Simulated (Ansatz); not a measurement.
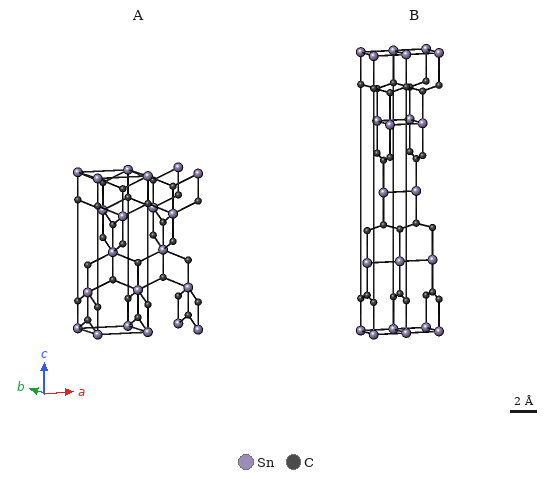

Two geometries of crystalline SnC2 (a generated structure, set up in I4_1/amd), drawn at one scale. One is the start of a relaxation, the other its converged end. The picture is a ball-and-stick view of the conventional cell (2 times the calculation's cell), repeated 2 × 1 × 1 with one cell outlined, seen slightly off an axis. Lengths and directions refer to the drawn axes.

Computed with DFT PBE, scalar-relativistic, plane waves, PAW (Ansatz). Set-up: plane-wave cutoff 420 eV; k-point mesh 12 × 12 × 12; occupations gaussian; smearing width 0.1 eV; no spin polarisation; cell and atoms relaxed; force threshold 0.01 eV/Å; at most 80 steps.

Question: Which of the two is the end point?

Answer: Structure B is the relaxed one. The largest moves relative to the cell, 1.32 Å, are those of C atoms. Sn stays in place. The drawn cell changes as follows: a = b 4.203 → 2.733 Å (−35.0 %), c 12.239 → 21.831 Å (+78.4 %); the volume changes by −24.6 %. Among the contacts that change: Sn–Sn 4.203 → 2.733 Å, C–C 2.449 → 1.424 Å, C–Sn 2.287 → 3.232 Å, C–Sn 2.159 → 2.529 Å. New bonds form: C–C (2.45 → 1.42 Å). Bonds break: C–Sn (2.29 → 3.23 Å). The space group stays I4_1/amd (No. 141). Over 33 accepted moves (41 points after the start) the energy falls by 1684 meV per atom. The largest force component goes from 0.14 to 0.00048 eV/Å. The pressure goes from −0.32 to 0.01 GPa. The line search rejected the trial steps at points 2, 23, 25, 33 of the run. At 4 points the geometry stayed and the basis and grid were re-selected for the new cell (energy shift of 193 meV per atom at most each time).
